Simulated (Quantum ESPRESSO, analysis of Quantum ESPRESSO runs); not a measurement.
# Interstitial H in fcc Al, hop from a tetrahedral to the next octahedral site: migration barrier, PBEsol (Quantum ESPRESSO)

Subject: interstitial H in fcc Al, hop from a tetrahedral to the next octahedral site. Wanted: its migration barrier, in one set-up (PBEsol, GBRV 1.5 PBEsol, 32-site cell, PBEsol lattice, k: 3x3x3). The model is a cell of 32 host atoms with 1 H put in. The barrier is the energy of the highest image of a climbing band over the relaxed site that the atom leaves. A local or semilocal functional is the cheapest first rung.

What was measured. Migration barrier: 0.452 eV, by diffusion measurements (T > 250 K); average of cited values (quoted in “Explainable Machine Learning for Hydrogen Diffusion in Metals and Random Binary Alloys”, 2023, G. M. Lu et al., quoting earlier work (1981)).

Main program and level: Quantum ESPRESSO 7.5; Quantum ESPRESSO plane-wave DFT, PBEsol, GBRV 1.5 PBEsol potentials; relaxation of all atoms of a defect supercell.

### 1. Set-up

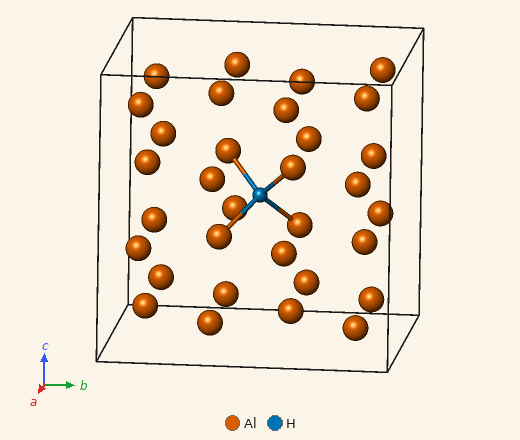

The starting structure, seen slightly off an axis (aluminium orange, hydrogen blue).

The cell holds 33 atoms: 32 Al and 1 H. Cell: a = 8.027 Å, b = 8.027 Å, c = 8.027 Å, α = 90.0°, β = 90.0°, γ = 90.0°. It derives from Al (space group Fm-3m). Nearest the centre at fractional (0.375, 0.375, 0.375): H33 at 0.00 Å, Al8 at 1.74 Å, Al29 at 1.74 Å, Al11 at 1.74 Å, Al18 at 1.74 Å, Al13 at 3.33 Å, Al4 at 3.33 Å, Al15 at 3.33 Å.

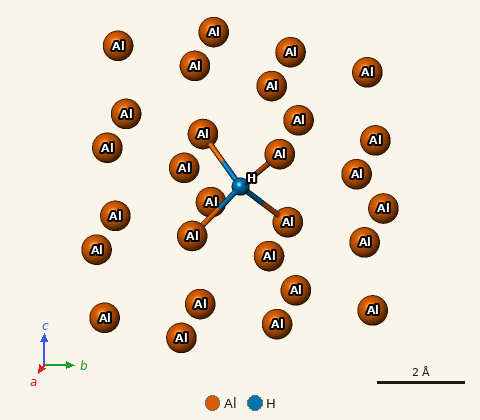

The atoms within 5 Å of the centre.

The host's primitive cell comes from a first run (Quantum ESPRESSO plane-wave DFT, PBEsol, GBRV 1.5 PBEsol potentials; relaxation of cell and atoms of a defect-free cell): vectors of 2.838, 2.838 and 2.838 Å. That is 16.16 Å³ an atom, 2.7 % under the diffraction cell's volume. The supercell is built on it.

### 2. Relaxation, charge 0

A barrier counts from a true minimum, so both ends of the jump are relaxed first.

File pw.in:

```
&CONTROL
  calculation = 'relax'
  prefix = 'pwscf'
  outdir = './tmp'
  pseudo_dir = './pseudo'
  tprnfor = .true.
  disk_io = 'low'
  nstep = 70
  forc_conv_thr = 0.00078
  etot_conv_thr = 0.0001
/
&SYSTEM
  ibrav = 0
  nat = 33
  ntyp = 2
  ecutwfc = 45
  ecutrho = 360
  nbnd = 63
  occupations = 'smearing'
  smearing = 'mv'
  degauss = 0.00734986
/
&ELECTRONS
  conv_thr = 3d-08
  electron_maxstep = 100
  mixing_beta = 0.5
/
&IONS
  ion_dynamics = 'bfgs'
/
ATOMIC_SPECIES
Al    26.9815 al_pbesol_v1.uspp.F.UPF
H      1.0080 h_pbesol_v1.4.uspp.F.UPF
CELL_PARAMETERS angstrom
   8.0266502575    0.0000000000    0.0000000000
   0.0000000000    8.0266502575    0.0000000000
   0.0000000000    0.0000000000    8.0266502575
ATOMIC_POSITIONS crystal
Al     0.0000000000    0.0000000000    0.0000000000
Al     0.0000000000    0.2500000000    0.2500000000
Al     0.2500000000    0.0000000000    0.2500000000
Al     0.2500000000    0.2500000000    0.0000000000
Al     0.0000000000    0.0000000000    0.5000000000
Al     0.0000000000    0.2500000000    0.7500000000
Al     0.2500000000    0.0000000000    0.7500000000
Al     0.2500000000    0.2500000000    0.5000000000
Al     0.0000000000    0.5000000000    0.0000000000
Al     0.0000000000    0.7500000000    0.2500000000
Al     0.2500000000    0.5000000000    0.2500000000
Al     0.2500000000    0.7500000000    0.0000000000
Al     0.0000000000    0.5000000000    0.5000000000
Al     0.0000000000    0.7500000000    0.7500000000
Al     0.2500000000    0.5000000000    0.7500000000
Al     0.2500000000    0.7500000000    0.5000000000
Al     0.5000000000    0.0000000000    0.0000000000
Al     0.5000000000    0.2500000000    0.2500000000
Al     0.7500000000    0.0000000000    0.2500000000
Al     0.7500000000    0.2500000000    0.0000000000
Al     0.5000000000    0.0000000000    0.5000000000
Al     0.5000000000    0.2500000000    0.7500000000
Al     0.7500000000    0.0000000000    0.7500000000
Al     0.7500000000    0.2500000000    0.5000000000
Al     0.5000000000    0.5000000000    0.0000000000
Al     0.5000000000    0.7500000000    0.2500000000
Al     0.7500000000    0.5000000000    0.2500000000
Al     0.7500000000    0.7500000000    0.0000000000
Al     0.5000000000    0.5000000000    0.5000000000
Al     0.5000000000    0.7500000000    0.7500000000
Al     0.7500000000    0.5000000000    0.7500000000
Al     0.7500000000    0.7500000000    0.5000000000
H      0.3750000000    0.3750000000    0.3750000000
K_POINTS automatic
3 3 3 0 0 0
```

Started as:

```bash
$ OMP_NUM_THREADS=1 mpirun -n 4 pw.x -nk 4 -in pw.in > pw.out
```

What it wrote:

```text
This program is part of the open-source Quantum ESPRESSO suite
     for quantum simulation of materials; please cite
         "P. Giannozzi et al., J. Phys.:Condens. Matter 21 395502 (2009);
         "P. Giannozzi et al., J. Phys.:Condens. Matter 29 465901 (2017);
         "P. Giannozzi et al., J. Chem. Phys. 152 154105 (2020);
          URL
     in publications or presentations arising from this work. More details at

     Message from routine setup:
     using ibrav=0 with symmetry is DISCOURAGED, use correct ibrav instead

     K-points division:     npool     =       4
     Subspace diagonalization in iterative solution of the eigenvalue problem:
     a serial algorithm will be used

     G-vector sticks info
     --------------------
     sticks:   dense  smooth     PW     G-vecs:    dense   smooth      PW
     Sum        6589    3305    885               402647   142609   19837

     Using Slab Decomposition

     bravais-lattice index     =            0
     lattice parameter (alat)  =      15.1682  a.u.
     unit-cell volume          =    3489.7926 (a.u.)^3
     number of atoms/cell      =           33
     number of atomic types    =            2
     number of electrons       =        97.00
     number of Kohn-Sham states=           63
     kinetic-energy cutoff     =      45.0000  Ry
     charge density cutoff     =     360.0000  Ry
     scf convergence threshold =      3.0E-08
     mixing beta               =       0.5000
     number of iterations used =            8  plain     mixing
     energy convergence thresh.=      1.0E-04
     force convergence thresh. =      7.8E-04
     Exchange-correlation= SLA  PW   PSX  PSC
                           (   1   4  10   8   0   0   0)
     nstep                     =           70

     celldm(1)=  15.168171  celldm(2)=   0.000000  celldm(3)=   0.000000
     celldm(4)=   0.000000  celldm(5)=   0.000000  celldm(6)=   0.000000

     crystal axes: (cart. coord. in units of alat)
               a(1) = (   1.000000   0.000000   0.000000 )
               a(2) = (   0.000000   1.000000   0.000000 )
               a(3) = (   0.000000   0.000000   1.000000 )

     reciprocal axes: (cart. coord. in units 2 pi/alat)
               b(1) = (  1.000000  0.000000  0.000000 )
               b(2) = (  0.000000  1.000000  0.000000 )
               b(3) = (  0.000000  0.000000  1.000000 )

     PseudoPot. # 1 for Al read from file:
     al_pbesol_v1.uspp.F.UPF
     Pseudo is Ultrasoft + core correction, Zval =  3.0
     Generated by new atomic code, or converted to UPF format
     Using radial grid of  893 points,  3 beta functions with:
                l(1) =   0
                l(2) =   1
                l(3) =   2
     Q(r) pseudized with  8 coefficients,  rinner =    0.900   0.900   0.900
                                                       0.900   0.900

     PseudoPot. # 2 for H  read from file:
     h_pbesol_v1.4.uspp.F.UPF
     Pseudo is Ultrasoft, Zval =  1.0
     Generated by new atomic code, or converted to UPF format
     Using radial grid of  615 points,  2 beta functions with:
                l(1) =   0
                l(2) =   0
     Q(r) pseudized with  8 coefficients,  rinner =    0.700

     atomic species   valence    mass     pseudopotential
     Al                3.00    26.98150     Al( 1.00)
     H                 1.00     1.00800     H ( 1.00)

     24 Sym. Ops. (no inversion) found (18 have fractional translation)

   Cartesian axes

     site n.     atom                  positions (alat units)
         1        Al     tau(   1) = (   0.0000000   0.0000000   0.0000000  )
         2        Al     tau(   2) = (   0.0000000   0.2500000   0.2500000  )
         3        Al     tau(   3) = (   0.2500000   0.0000000   0.2500000  )
         4        Al     tau(   4) = (   0.2500000   0.2500000   0.0000000  )
         5        Al     tau(   5) = (   0.0000000   0.0000000   0.5000000  )
         6        Al     tau(   6) = (   0.0000000   0.2500000   0.7500000  )
         7        Al     tau(   7) = (   0.2500000   0.0000000   0.7500000  )
         8        Al     tau(   8) = (   0.2500000   0.2500000   0.5000000  )
         9        Al     tau(   9) = (   0.0000000   0.5000000   0.0000000  )
        10        Al     tau(  10) = (   0.0000000   0.7500000   0.2500000  )
        11        Al     tau(  11) = (   0.2500000   0.5000000   0.2500000  )
        12        Al     tau(  12) = (   0.2500000   0.7500000   0.0000000  )
        13        Al     tau(  13) = (   0.0000000   0.5000000   0.5000000  )
        14        Al     tau(  14) = (   0.0000000   0.7500000   0.7500000  )
        15        Al     tau(  15) = (   0.2500000   0.5000000   0.7500000  )
        16        Al     tau(  16) = (   0.2500000   0.7500000   0.5000000  )
[...]
25        Al     tau(  25) = (   0.5000000   0.5000000   0.0000000  )
        26        Al     tau(  26) = (   0.5000000   0.7500000   0.2500000  )
        27        Al     tau(  27) = (   0.7500000   0.5000000   0.2500000  )
        28        Al     tau(  28) = (   0.7500000   0.7500000   0.0000000  )
        29        Al     tau(  29) = (   0.5000000   0.5000000   0.5000000  )
        30        Al     tau(  30) = (   0.5000000   0.7500000   0.7500000  )
        31        Al     tau(  31) = (   0.7500000   0.5000000   0.7500000  )
        32        Al     tau(  32) = (   0.7500000   0.7500000   0.5000000  )
        33        H      tau(  33) = (   0.3750000   0.3750000   0.3750000  )

     number of k points=     4  Marzari-Vanderbilt smearing, width (Ry)=  0.0073
                       cart. coord. in units 2pi/alat
        k(    1) = (   0.0000000   0.0000000   0.0000000), wk =   0.0740741
        k(    2) = (   0.0000000   0.0000000   0.3333333), wk =   0.4444444
        k(    3) = (   0.0000000   0.3333333   0.3333333), wk =   0.8888889
        k(    4) = (   0.3333333   0.3333333   0.3333333), wk =   0.5925926

     Dense  grid:   402647 G-vectors     FFT dimensions: (  96,  96,  96)

     Smooth grid:   142609 G-vectors     FFT dimensions: (  72,  72,  72)

     Initial potential from superposition of free atoms

     starting charge      96.9247, renormalised to      97.0000
     Starting wfcs are  129 randomized atomic wfcs

     Self-consistent Calculation

     iteration #  1     ecut=    45.00 Ry     beta= 0.50
     Davidson diagonalization with overlap
     ethr =  1.00E-02,  avg # of iterations =  3.0

     Threshold (ethr) on eigenvalues was too large:
     Diagonalizing with lowered threshold

     Davidson diagonalization with overlap
[...]
Davidson diagonalization with overlap
     ethr =  4.04E-11,  avg # of iterations =  2.0

     total energy              =    -214.41633320 Ry
     estimated scf accuracy    <          4.8E-09 Ry

     iteration #  7     ecut=    45.00 Ry     beta= 0.50
     Davidson diagonalization with overlap
     ethr =  4.96E-12,  avg # of iterations =  2.2

     End of self-consistent calculation

          k = 0.0000 0.0000 0.0000 ( 17845 PWs)   bands (ev):

[...]
9.2554   9.2554   9.2630   9.2630   9.2630   9.3246   9.3246

          k = 0.0000 0.0000 0.3333 ( 17772 PWs)   bands (ev):

[...]
8.9163   8.9526   8.9705   9.6284   9.6527   9.6527   9.7128

          k = 0.0000 0.3333 0.3333 ( 17799 PWs)   bands (ev):

[...]
9.1815   9.2298   9.6479   9.7491   9.7901   9.7937  10.7668

          k = 0.3333 0.3333 0.3333 ( 17788 PWs)   bands (ev):

[...]
9.6131   9.8024   9.9080   9.9080  10.0906  10.1497  10.1498

     the Fermi energy is     7.9082 ev

!    total energy              =    -214.41633320 Ry
     estimated scf accuracy    <          2.0E-10 Ry
     smearing contrib. (-TS)   =       0.00271150 Ry
     internal energy E=F+TS    =    -214.41904470 Ry

     The total energy is F=E-TS. E is the sum of the following terms:
     one-electron contribution =      97.59158609 Ry
     hartree contribution      =       0.55196423 Ry
     xc contribution           =    -137.27985505 Ry
     ewald contribution        =    -175.28273997 Ry

     convergence has been achieved in   7 iterations

     Forces acting on atoms (cartesian axes, Ry/au):

[...]
Total force =     0.003579     Total SCF correction =     0.000013
     Energy error            =      6.9E-05 Ry
     Gradient error          =      8.1E-04 Ry/Bohr

     number of scf cycles    =   8
     number of bfgs steps    =   7

     energy             old  =    -214.4162639845 Ry
     energy             new  =    -214.4163332001 Ry

     CASE: energy            _new < energy            _old

     new trust radius        =       0.0044102758 bohr
     new conv_thr            =       0.0000000003 Ry

ATOMIC_POSITIONS (crystal)
[...]
NEW-OLD atomic charge density approx. for the potential

     Self-consistent Calculation

     iteration #  1     ecut=    45.00 Ry     beta= 0.50
     Davidson diagonalization with overlap
     ethr =  1.00E-06,  avg # of iterations =  2.0

     Threshold (ethr) on eigenvalues was too large:
     Diagonalizing with lowered threshold

     Davidson diagonalization with overlap
     ethr =  2.75E-09,  avg # of iterations =  5.0

     total energy              =    -214.41635170 Ry
     estimated scf accuracy    <       0.00000798 Ry

     iteration #  2     ecut=    45.00 Ry     beta= 0.50
     Davidson diagonalization with overlap
     ethr =  8.23E-09,  avg # of iterations =  2.2

     total energy              =    -214.41635346 Ry
     estimated scf accuracy    <       0.00000646 Ry

     iteration #  3     ecut=    45.00 Ry     beta= 0.50
     Davidson diagonalization with overlap
     ethr =  6.65E-09,  avg # of iterations =  2.0

     total energy              =    -214.41635449 Ry
     estimated scf accuracy    <       0.00000055 Ry

     iteration #  4     ecut=    45.00 Ry     beta= 0.50
     Davidson diagonalization with overlap
     ethr =  5.64E-10,  avg # of iterations =  2.2

     total energy              =    -214.41635460 Ry
     estimated scf accuracy    <       0.00000043 Ry

     iteration #  5     ecut=    45.00 Ry     beta= 0.50
     Davidson diagonalization with overlap
     ethr =  4.40E-10,  avg # of iterations =  2.0

     total energy              =    -214.41635465 Ry
     estimated scf accuracy    <          8.4E-09 Ry

     iteration #  6     ecut=    45.00 Ry     beta= 0.50
     Davidson diagonalization with overlap
     ethr =  8.64E-12,  avg # of iterations =  4.0

     total energy              =    -214.41635465 Ry
     estimated scf accuracy    <          3.1E-09 Ry

     iteration #  7     ecut=    45.00 Ry     beta= 0.50
     Davidson diagonalization with overlap
     ethr =  3.18E-12,  avg # of iterations =  2.2

     End of self-consistent calculation

          k = 0.0000 0.0000 0.0000 ( 17845 PWs)   bands (ev):

[...]
9.2565   9.2566   9.2653   9.2653   9.2653   9.3257   9.3257

          k = 0.0000 0.0000 0.3333 ( 17772 PWs)   bands (ev):

[...]
8.9176   8.9521   8.9707   9.6309   9.6519   9.6519   9.7121

          k = 0.0000 0.3333 0.3333 ( 17799 PWs)   bands (ev):

[...]
8.4642   8.5912   8.9567   9.0113   9.0173   9.0359   9.0552   9.0648
     9.1822   9.2295   9.6478   9.7506   9.7900   9.7929  10.7666

          k = 0.3333 0.3333 0.3333 ( 17788 PWs)   bands (ev):

    -2.6589  -2.0602  -1.7232  -1.7232  -1.1822  -0.9649  -0.9649  -0.2955
     0.7778   1.2785   1.2785   1.6181   1.9930   1.9930   2.0437   2.0437
     2.0446   2.5410   2.7751   2.7751   3.2385   3.4882   3.4882   3.8610
     4.1673   4.1673   4.2199   4.2199   4.2221   4.6686   4.7816   4.7816
     4.9988   5.1143   5.1143   5.5536   5.7136   5.7136   6.7351   7.0628
     7.0628   7.1022   7.1233   7.1233   7.6041   7.7873   7.7873   7.8259
     7.8430   7.8430   8.5179   8.9205   9.1012   9.1012   9.4434   9.6132
     9.6132   9.8014   9.9091   9.9091  10.0890  10.1501  10.1501

     the Fermi energy is     7.9083 ev

!    total energy              =    -214.41635465 Ry
     estimated scf accuracy    <          7.4E-11 Ry
     smearing contrib. (-TS)   =       0.00268580 Ry
     internal energy E=F+TS    =    -214.41904045 Ry

     The total energy is F=E-TS. E is the sum of the following terms:
     one-electron contribution =      97.58519518 Ry
     hartree contribution      =       0.55485417 Ry
     xc contribution           =    -137.27996784 Ry
     ewald contribution        =    -175.27912195 Ry

     convergence has been achieved in   7 iterations

     Forces acting on atoms (cartesian axes, Ry/au):

[...]
atom   26 type  1   force =    -0.00013441   -0.00015511    0.00013441
     atom   27 type  1   force =    -0.00015511   -0.00013441    0.00013441
     atom   28 type  1   force =    -0.00016034   -0.00016034    0.00016034
     atom   29 type  1   force =     0.00003074    0.00003074    0.00003074
     atom   30 type  1   force =     0.00065530   -0.00018193   -0.00018193
     atom   31 type  1   force =    -0.00018193    0.00065530   -0.00018193
     atom   32 type  1   force =    -0.00018193   -0.00018193    0.00065530
     atom   33 type  2   force =     0.00000000    0.00000000    0.00000000

     Total force =     0.002644     Total SCF correction =     0.000009
     Energy error            =      2.1E-05 Ry
     Gradient error          =      6.6E-04 Ry/Bohr

     bfgs converged in   9 scf cycles and   8 bfgs steps
     (criteria: energy <  1.0E-04 Ry, force <  7.8E-04 Ry/Bohr)

     End of BFGS Geometry Optimization

     Final energy             =    -214.4163546499 Ry

     File ./tmp/pwscf.bfgs deleted, as requested
Begin final coordinates

ATOMIC_POSITIONS (crystal)
[...]
Al               0.4996835488        0.7491995049        0.2503164512
Al               0.7491995049        0.4996835488        0.2503164512
Al               0.7497578054        0.7497578054        0.0002421946
Al               0.5090530260        0.5090530260        0.5090530260
Al               0.5002788368        0.7521328918        0.7521328918
Al               0.7521328918        0.5002788368        0.7521328918
Al               0.7521328918        0.7521328918        0.5002788368
H                0.3750000000        0.3750000000        0.3750000000
End final coordinates

=------------------------------------------------------------------------------=
   JOB DONE.
=------------------------------------------------------------------------------=
```

The job ended after 6.5 min (4 MPI ranks of Arm Neoverse V1, shared host; peak memory 1.7 GiB).

(Part 1 of 3 ends here.)

[Logs are printed without paths, hosts, clocks, repeated set-up lines and the standing remarks that a program may print on its own settings, such as how far it seeks lower states.]

[Hosts, paths, dates, database ids (printed as entryN), source tags and the programs' standing remarks are cut or masked in the printed files.]

[For some hosts the program warned that the k-mesh of the response run may be too coarse for force constants and the static dielectric constant; such warnings are not shown here.]
